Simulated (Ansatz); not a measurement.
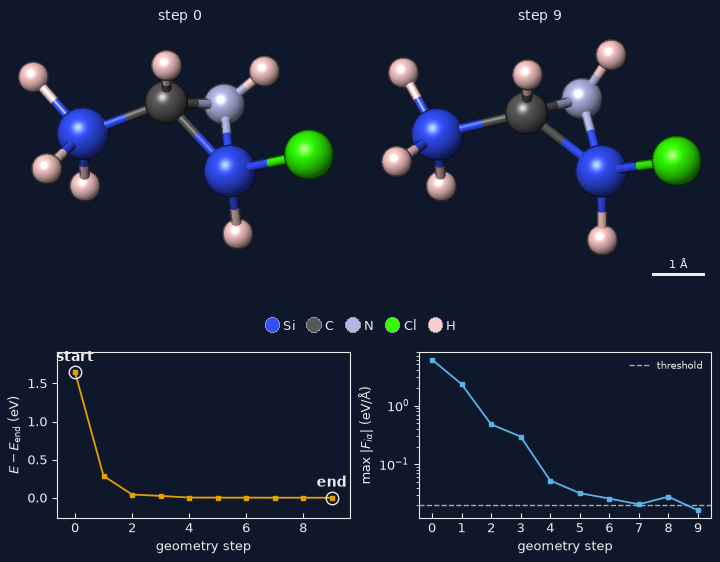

First and last geometry of a relaxation of CH6ClNSi2, with the history of the run. The picture is a ball-and-stick view, seen at a tilt.

The run prepares the start of a later molecular dynamics calculation, from a guessed geometry.

Theory: UKS B3LYP-D4/STO-3G (Ansatz).

Input
```yaml
crystal:
  periodic: [false, false, false]
  atoms:
    - { symbol: Si, position_ang: [-0.9276, 0.9222, -1.0286] }
    - { symbol: C, position_ang: [0.5077, 0.0583, -0.3815] }
    - { symbol: "N", position_ang: [0.4365, -1.3504, -0.087] }
    - { symbol: Si, position_ang: [0.3173, -0.447, 1.3552] }
    - { symbol: Cl, position_ang: [1.9369, -0.735, 2.4335] }
    - { symbol: H, position_ang: [-0.8868, 1.1366, -2.5146] }
    - { symbol: H, position_ang: [-2.2289, 0.3038, -0.6842] }
    - { symbol: H, position_ang: [-0.9662, 2.3419, -0.4471] }
    - { symbol: H, position_ang: [1.4756, 0.5137, -0.5765] }
    - { symbol: H, position_ang: [1.402, -1.766, -0.0029] }
    - { symbol: H, position_ang: [-1.0009, -1.0351, 1.9542] }
magnetization:
  spin_polarized: true
basis:
  gaussian: { orbitals: STO-3G }
hamiltonian:
  xc: b3lyp
  dispersion: d4
relax:
  f_tol: 0.02
  max_steps: 40
```

Command:
```bash
ansatz run input.yaml --threads 1 --pin off --max-ram 2048MiB --backend cpu --events-out ev --progress --plain --runs-dir out
```

> Read the history and describe the run.

It converged. The energy falls by 1.648 eV in 9 geometry steps. The largest force component goes from 6.1 to 0.016 eV/Å. The atom that moves furthest after the best rigid fit is H10 (0.42 Å). By element the largest moves are H 0.42 Å, Si 0.29 Å, C 0.23 Å, Cl 0.22 Å, N 0.18 Å. Some distances before and after: C2–N3 1.441 → 1.595 Å, Si4–Cl5 1.967 → 2.103 Å, Si4–H11 1.563 → 1.445 Å, N3–Si4 1.706 → 1.796 Å. Bond angles that change, for instance: N3–Si4–H11 100.6° → 119.2°, Si1–C2–Si4 113.2° → 125.3°, N3–Si4–Cl5 109.2° → 119.8°. The run took 51 s on 1 thread of Arm Neoverse V1, with other jobs on the host, peak memory 0.17 GiB.

```csv
step,"E − E(0), eV","largest force component, eV/Å"
0,0.0000,6.0687
1,-1.3618,2.3188
2,-1.6062,0.4798
3,-1.6242,0.2957
4,-1.6458,0.0528
5,-1.6470,0.0322
6,-1.6474,0.0260
7,-1.6478,0.0208
8,-1.6481,0.0280
9,-1.6482,0.0164
```

Limits of the set-up: STO-3G is a minimal basis, so the numbers are rough.
